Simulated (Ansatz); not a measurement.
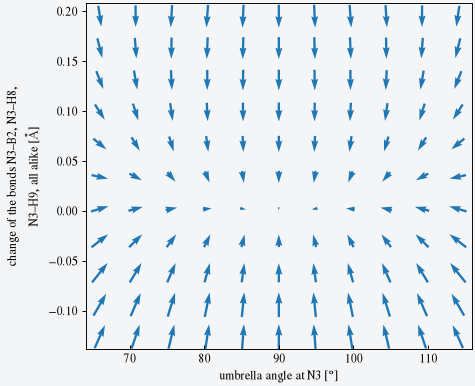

CH6BNSe, SMILES CB(N)[SeH]. The first coordinate is: umbrella angle at N3 (between each of its bonds and their common axis; 90 is planar); the second: change of the bonds N3–B2, N3–H8, N3–H9, all alike. Nothing is relaxed (all other coordinates rigid). The scan uses an 11 × 11 grid. Points are written as (first, second). Method: RKS PBE-D4/def2-SVP in Ansatz.

Drawn: arrows along the force (downhill), their lengths compressed.

Question: The arrows alone are given. Where is the energy lowest?

Answer: The arrows converge at about (90°, 0.000 Å) (read from the interpolated surface).

The energy map of the same scan:

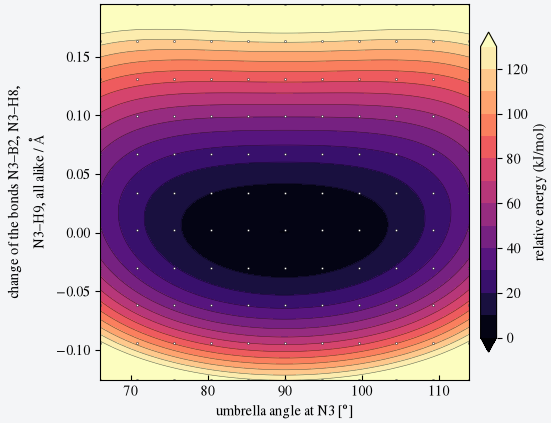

Energies are in kJ/mol, from the lowest grid point; between grid points the surface is interpolated.
